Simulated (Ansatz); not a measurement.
A series of calculations on Al2H4O2F2

## 1. Relaxation

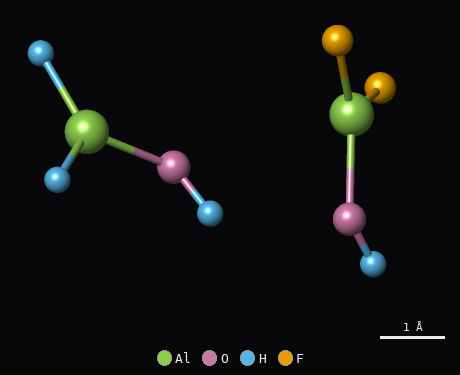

Starting structure of Al₂H₄O₂F₂. Style: ball-and-stick. Shown at a tilt.

The run prepares an end point of a later path (reaction) calculation, from a guessed geometry.

Theory: Ansatz 0.2.0, RHF/def2-SVP.

Input file:
```yaml
crystal:
  periodic: [false, false, false]
  atoms:
    - { symbol: Al, position_ang: [-0.135922, -0.185604, -0.12513] }
    - { symbol: O, position_ang: [-0.557048, -0.905286, 1.395474] }
    - { symbol: H, position_ang: [-1.373981, -1.340408, 1.575668] }
    - { symbol: F, position_ang: [1.441046, 0.084585, -0.473851] }
    - { symbol: F, position_ang: [-1.260417, 0.035636, -1.29521] }
    - { symbol: O, position_ang: [-0.052805, 1.911136, 1.961668] }
    - { symbol: Al, position_ang: [1.077655, 3.065278, 2.512613] }
    - { symbol: H, position_ang: [1.84229, 2.803301, 3.862607] }
    - { symbol: H, position_ang: [1.261339, 4.345882, 1.626707] }
    - { symbol: H, position_ang: [-0.265657, 1.058681, 2.373754] }
basis:
  gaussian: { orbitals: def2-SVP }
hamiltonian:
  xc: hf
relax:
  f_tol: 0.03
  max_steps: 50
```

Launched with:
```bash
ansatz run input.yaml --threads 2 --pin off --max-ram 3072MiB --backend cpu --events-out ev --progress --plain --runs-dir out
```

Q: What does the optimiser find from here?

A: The atom that moves furthest after the best rigid fit is F4 (1.48 Å). Largest moves by element: F 1.48 Å, H 1.34 Å, Al 0.98 Å, O 0.49 Å. Among the contacts that change: F4–Al7 4.235 → 1.845 Å, Al1–Al7 4.359 → 2.831 Å, Al1–O6 2.959 → 1.823 Å, O6–Al7 1.707 → 1.874 Å. New bonds form, among them: Al1–O6 (2.96 → 1.82 Å), F4–Al7 (4.24 → 1.84 Å). Bond angles that change, for instance: F4–Al1–F5 119.1° → 108.6°, Al1–O2–H3 124.7° → 132.8°, O6–Al7–H8 119.1° → 111.7°. Over 20 accepted moves (21 points after the start) the energy falls by 53.1 kcal/mol. The largest force component goes from 1.6 to 0.0062 eV/Å. The line search rejected the trial step at point 14 of the run.

Step by step:

```
step  E − E(0), kcal/mol  largest force component, eV/Å      note
   0                0.00                         1.6182          
   1               -5.33                         1.2521          
   2              -13.68                         1.3973          
   3              -21.02                         0.7656          
   4              -23.88                         0.7197          
   5              -25.98                         0.8816          
   6              -27.78                         0.4250          
   7              -29.25                         0.4492          
   8              -31.91                         0.3190          
   9              -36.03                         0.4891          
  10              -43.02                         0.5767          
  11              -48.46                         0.6187          
  12              -50.02                         0.9589          
  13              -51.49                         0.7795          
  14              -50.30                         1.2714  rejected
  15              -52.55                         0.2870          
  16              -52.83                         0.0840          
  17              -52.91                         0.4817          
  18              -53.05                         0.0560          
  19              -53.06                         0.0326          
  20              -53.06                         0.0302          
  21              -53.06                         0.0062
```

The structure at the end:

```xyz
10

Al   -0.2786    0.3495    0.6817
O    -0.4463   -1.1411    1.4298
H    -0.6495   -1.9990    1.1051
F     1.4045    0.9932    0.6917
F    -0.9457    0.6424   -0.7996
O    -0.4910    1.7467    1.8329
Al    1.2570    2.4210    1.8506
H     1.9871    2.1080    3.2057
H     1.3831    3.7731    1.0626
H    -1.2441    1.9794    2.3539
```

The end point in the same view:

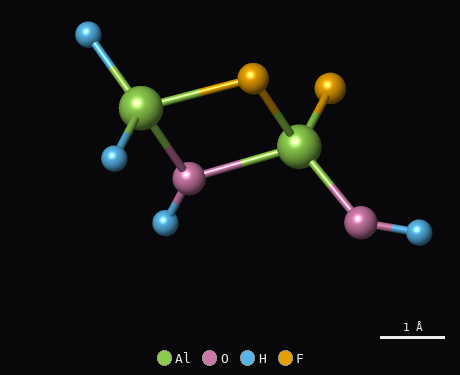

Limits of the set-up: the start holds two separate molecules, 2.2 Å apart at their closest, whose relative position is a soft coordinate and is computed without a dispersion correction; Hartree-Fock leaves out electron correlation.

## 2. Relaxation

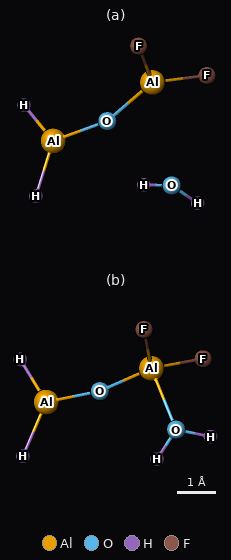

The structure of Al2H4O2F2 before (top) and after (bottom) a relaxation, at one scale.

A ball-and-stick model, seen at a tilt.

The run prepares an end point of a later path (reaction) calculation, from a guessed geometry.

These are results of RHF/def2-SVP (Ansatz), not measurements.

Input file:
```yaml
crystal:
  periodic: [false, false, false]
  atoms:
    - { symbol: Al, position_ang: [0.076114, 0.702285, -0.224283] }
    - { symbol: O, position_ang: [-0.352125, -0.952694, 2.191861] }
    - { symbol: H, position_ang: [-1.249219, -1.09237, 2.455508] }
    - { symbol: F, position_ang: [1.319549, 0.094595, -1.102558] }
    - { symbol: F, position_ang: [-1.447589, 0.524123, -0.805673] }
    - { symbol: O, position_ang: [0.379478, 1.69872, 1.157088] }
    - { symbol: Al, position_ang: [0.980651, 2.94351, 2.133533] }
    - { symbol: H, position_ang: [1.207528, 2.614746, 3.663231] }
    - { symbol: H, position_ang: [1.20492, 4.375179, 1.509965] }
    - { symbol: H, position_ang: [-0.142807, -0.034894, 2.435626] }
basis:
  gaussian: { orbitals: def2-SVP }
hamiltonian:
  xc: hf
relax:
  f_tol: 0.03
  max_steps: 50
output:
  orbitals: {}
```

Run as
```bash
ansatz run input.yaml --threads 2 --pin off --max-ram 3072MiB --backend cpu --events-out ev --progress --plain --runs-dir out
```

Question: What changed between the two?

Answer: The energy falls by 24.2 kcal/mol in 11 accepted moves (13 points after the start). The largest force component goes from 1.7 to 0.026 eV/Å. The line search rejected the trial steps at points 8, 12 of the run. The forces were under the threshold at step 11, but the run went on from there. The largest move after the best rigid fit is that of H3, 0.94 Å. By element the largest moves are H 0.94 Å, O 0.57 Å, Al 0.56 Å, F 0.52 Å. Among the contacts that change: Al1–O2 2.960 → 1.957 Å, Al1–O6 1.730 → 1.688 Å, O2–H10 0.972 → 0.950 Å, Al1–F4 1.639 → 1.656 Å. New bonds form, among them: Al1–O2 (2.96 → 1.96 Å). Bond angles that change, for instance: Al1–O6–Al7 161.2° → 168.8°, F4–Al1–F5 118.3° → 114.5°, H3–O2–H10 105.9° → 109.5°.

Limits of the set-up: the start holds two separate molecules, 2.2 Å apart at their closest, whose relative position is a soft coordinate and is computed without a dispersion correction; Hartree-Fock leaves out electron correlation.

## 3. Path

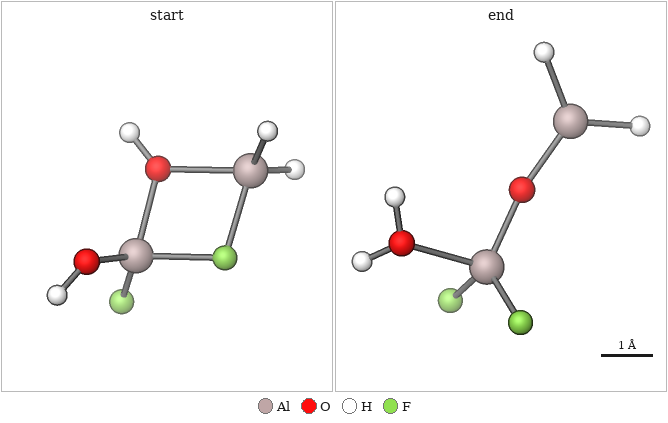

The two relaxed end points of a path for Al₂H₄O₂F₂. The picture is a ball-and-stick view, seen from a free direction.

All numbers below come from RHF/def2-SVP (Ansatz 0.2.0).

Settings: 5 movable images; climbing image; force threshold 0.05 eV/Å; iteration limit 60.

Start:
```xyz
10

Al   -0.3294    0.3821    0.6847
O    -0.3786   -1.1613    1.3366
H    -0.5950   -2.0007    0.9742
F     1.3287    1.0770    0.5616
F    -1.1604    0.7555   -0.6920
O    -0.4494    1.6887    1.9500
Al    1.2734    2.4157    1.8298
H     2.1538    2.0330    3.0731
H     1.2802    3.8224    1.1327
H    -1.1468    1.8607    2.5637
```

End:
```xyz
10

Al    0.0422    0.5725    0.2990
O    -0.5718   -0.7780    1.5748
H    -1.4333   -1.1466    1.4105
F     1.1798   -0.2327   -0.5947
F    -1.4358    0.7313   -0.4489
O     0.5570    1.7685    1.3739
Al    1.1875    3.1053    2.1754
H     1.2718    3.0443    3.7522
H     1.6682    4.3740    1.3749
H    -0.4890   -0.5654    2.4971
```

### What barrier does the band find between them, and by what path?

The highest point, image 3, lies 1.87 eV above the start and 0.90 eV above the end; the end is at +0.97 eV relative to the start. Breaking: F4–Al7 (1.84 → 4.19 at the top → 4.34 Å), O6–H10 (0.94 → 1.21 at the top → 2.79 Å). Forming: O2–H10 (3.35 → 1.21 at the top → 0.95 Å). The band is converged. At the top, the vibrational analysis gives one imaginary mode (1620i cm⁻¹), as a transition state must have.

Energies of the converged images:

```json
{"image": "0", "path (Å)": "0.00", "E (eV)": "0.000"}
{"image": "1", "path (Å)": "1.50", "E (eV)": "0.539"}
{"image": "2", "path (Å)": "3.00", "E (eV)": "1.096"}
{"image": "3", "path (Å)": "4.50", "E (eV)": "1.871"}
{"image": "4", "path (Å)": "5.04", "E (eV)": "1.212"}
{"image": "5", "path (Å)": "5.57", "E (eV)": "1.007"}
{"image": "6", "path (Å)": "6.11", "E (eV)": "0.967"}
```

The geometry at the top of the path:

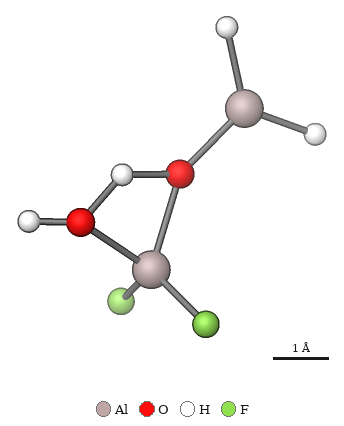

Limits of the set-up: Hartree-Fock leaves out electron correlation.
